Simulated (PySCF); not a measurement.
# CH6Si, SMILES `C[SiH3]`: electronic structure

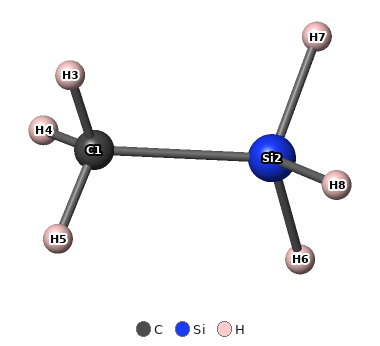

The molecule, with its atoms numbered as below. No frequency check shows the geometry to be a minimum.

Geometry (Å), atoms numbered from 1:

```
C1      -1.2503   -0.0001    0.0000
Si2      0.6452    0.0000    0.0000
H3      -1.6452   -0.1097    1.0064
H4      -1.6452    0.9265   -0.4081
H5      -1.6453   -0.8166   -0.5983
H6       1.1352    0.1536   -1.3718
H7       1.1352    1.1112    0.8189
H8       1.1351   -1.2648    0.5529
```

### 1. Bonding charge

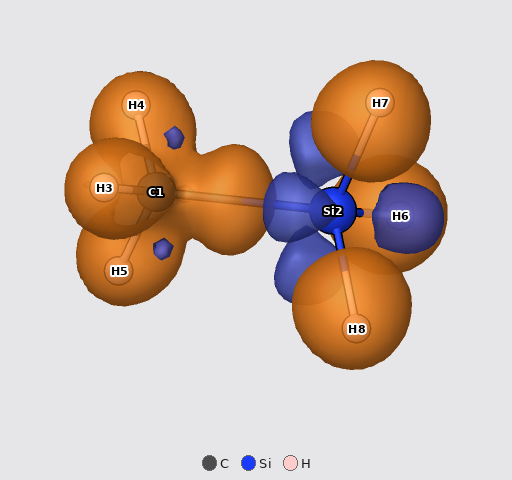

Deformation density (molecule less spherical, spin-averaged free atoms at the same positions), surfaces at ±0.08 e/Å³; orange: gain, blue: loss.

Computed with PySCF, ωB97X/6-31G*, geometry: GFN2-xTB.

Describe the bonding that the map shows.

Answer. C1–H5, C1–H3 and C1–H4: +0.60 e/Å³ at the bond critical point (bond length 1.09 Å, Mayer order 0.9). Si2–H6, Si2–H7 and Si2–H8: +0.20 e/Å³ at the bond critical point (bond length 1.47 Å, Mayer order 1.0). C1–Si2: +0.16 e/Å³ at the bond critical point (bond length 1.90 Å, Mayer order 1.0). In all, 1.7 electrons gather in the regions of gain relative to the promolecule.

### 2. Electrostatic potential

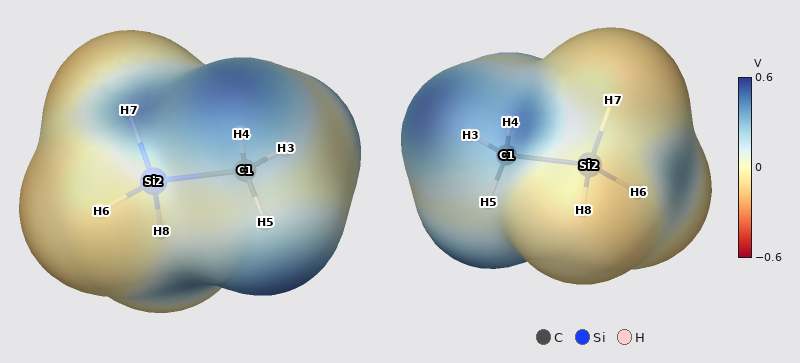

Electrostatic potential on the surface of electron density 0.001 a.u. (back view left, front view right).

Where are the extremes of the potential on the surface?

Answer. Highest: 0.52 V, 1.3 Å from H5, and at like points elsewhere. Lowest: −0.15 V, 1.5 Å from H7, and at like points elsewhere. Further minima include −0.08 V, near H5 (1.79 Å), H4 (1.87 Å), H3 (1.96 Å) and C1 (1.97 Å). The surface is sampled at points, so like sites can differ by a few per cent and only the strongest of them is named.

### 3. In an electric field

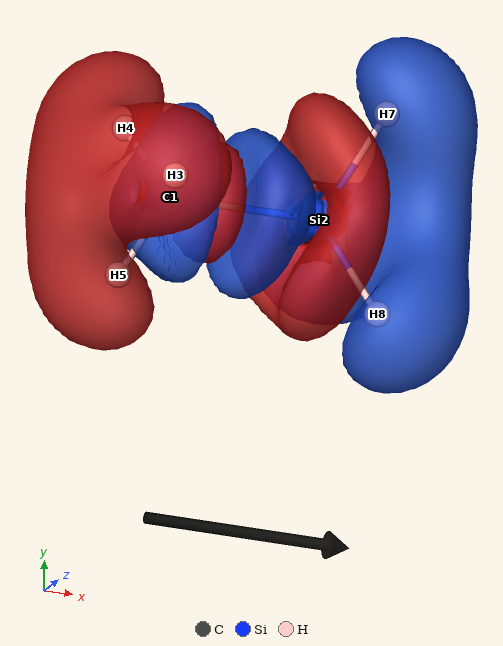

Change of the electron density in a uniform field of 0.21 V/Å along +x (arrow), surfaces at ±0.0008 e/Å³ (red: gain, blue: loss).

Level of theory: HF/6-31+G* (PySCF), at a geometry from GFN2-xTB. The basis has diffuse s and p functions alone, which still leaves polarisabilities too small, most of all across bonds.

The field was applied in both directions; the picture shows the one opposite to the script's first.

What dipole is induced, and what polarisability does it imply?

Answer. The induced dipole is 0.37 D (along the field); α along this axis, from the fields in both directions, is 36 bohr³ (5.4 Å³).

### 4. Removing or adding an electron

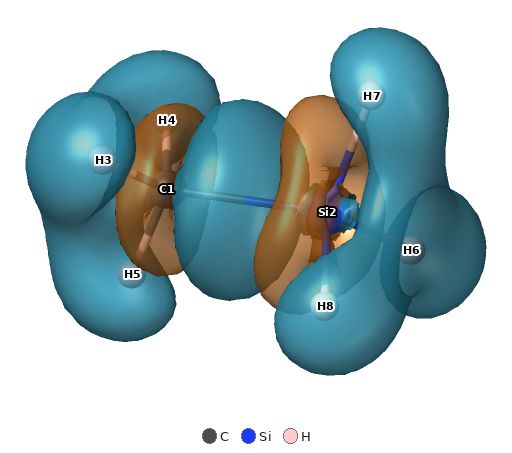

Fukui function f⁻ = ρ(N) − ρ(N−1) at fixed geometry, surfaces at ±0.02 e/Å³ (light blue positive, orange negative).

Computed with PySCF, CAM-B3LYP/def2-SVPD, geometry: GFN2-xTB.

Which atoms respond most to the removal of an electron?

Answer. f⁻ (Hirshfeld-condensed) is largest on C1 (0.23) and Si2 (0.23); the vertical ionisation energy is 11.62 eV. Condensed values hint at sites of electrophilic attack but needn't mark the atom that reacts. Shares this close don't rank the sites. Orbital relaxation makes it negative in places (0.21 e in all).

The PySCF runs shown took 3.4 s, 0.92 s and 72 s on 1 thread of Arm Neoverse V2, on a shared host.
